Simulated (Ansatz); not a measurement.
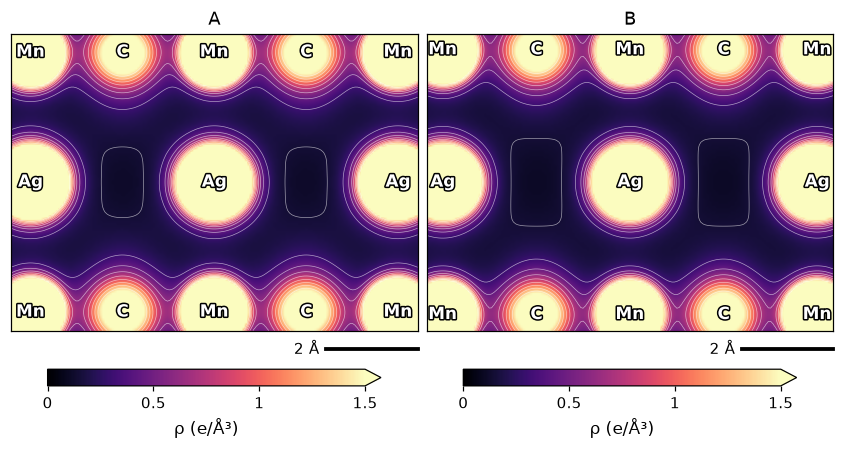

Mn3AgC. The valence electron density of two cells that differ in size, on the (110) plane of each (indices in the axes of the calculation cell), at one length scale and on one colour scale; one has 12.9 and the other 13.6 Å³ an atom.

All numbers below come from Ansatz 0.2.0, DFT PBE, scalar-relativistic, plane waves, PAW.

Which panel shows the smaller cell, and what does the compression change?

Panel A is the smaller cell, by 5 % in volume. From the larger cell to the smaller, Mn–Ag goes from 2.89 to 2.83 Å, and the density at its midpoint from 0.21 to 0.23 e/Å³; Mn–C goes from 2.04 to 2.00 Å, and the density at its midpoint from 0.62 to 0.67 e/Å³; the pressure goes from −10 to −5 GPa; the largest moment (Mn) goes from 2.8 to 2.6 μB.
